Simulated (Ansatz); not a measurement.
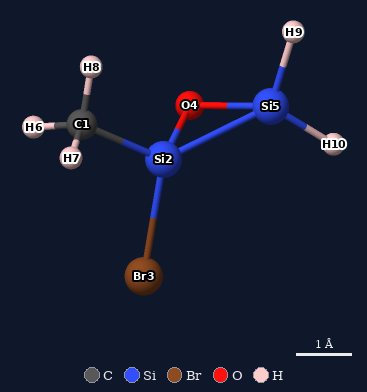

Starting structure of CH5BrOSi2. The picture is a ball-and-stick view, seen at a tilt.

The start comes from PBE-D4/def2-SVP.

These are results of RKS PBE0-D4/def2-TZVP (Ansatz), not measurements.

Input
```yaml
crystal:
  periodic: [false, false, false]
  atoms:
    - {symbol: C, position_ang: [-1.044814, -1.380463, 0.370079]}
    - {symbol: Si, position_ang: [0.456918, -0.286662, 0.151633]}
    - {symbol: Br, position_ang: [2.301881, -1.492581, 0.573109]}
    - {symbol: O, position_ang: [0.514706, 0.537793, -1.361542]}
    - {symbol: Si, position_ang: [0.589345, 1.896041, -0.256031]}
    - {symbol: H, position_ang: [-0.990132, -2.219391, -0.354202]}
    - {symbol: H, position_ang: [-1.084643, -1.801149, 1.393857]}
    - {symbol: H, position_ang: [-1.965140, -0.795124, 0.176157]}
    - {symbol: H, position_ang: [-0.578979, 2.833641, -0.390616]}
    - {symbol: H, position_ang: [1.883957, 2.656694, -0.299645]}
basis:
  gaussian: {orbitals: def2-TZVP}
hamiltonian: {xc: pbe0, dispersion: d4}
relax: {f_tol: 0.005, max_steps: 150}
```

Command:
```bash
ansatz run in.yaml --threads 4 --pin off --events-out ev --progress --plain --max-ram 10444MiB
```

**Predict the outcome.**

O4 moves most after the best rigid fit: 0.042 Å. Largest moves by element: O 0.042 Å, H 0.040 Å, Br 0.038 Å, Si 0.027 Å, C 0.021 Å. Among the contacts that change: O4–Si5 1.753 → 1.705 Å, Si2–O4 1.724 → 1.679 Å, Si2–Si5 2.224 → 2.190 Å, Si2–Br3 2.244 → 2.219 Å. The energy falls by 1.98 kcal/mol in 4 geometry steps. Largest force component: 1.5 eV/Å at the start, 0.0042 eV/Å at the end. Cost: 48 s on 4 threads of Arm Neoverse N1, with other jobs on the host.

Final geometry:

```xyz
10

C    -1.0338   -1.3642    0.3626
Si    0.4489   -0.2795    0.1430
Br    2.2703   -1.4770    0.5599
O     0.5194    0.5404   -1.3201
Si    0.5831    1.8697   -0.2535
H    -0.9808   -2.1957   -0.3453
H    -1.0673   -1.7728    1.3739
H    -1.9449   -0.7933    0.1736
H    -0.5698    2.7953   -0.3892
H     1.8580    2.6258   -0.3021
```
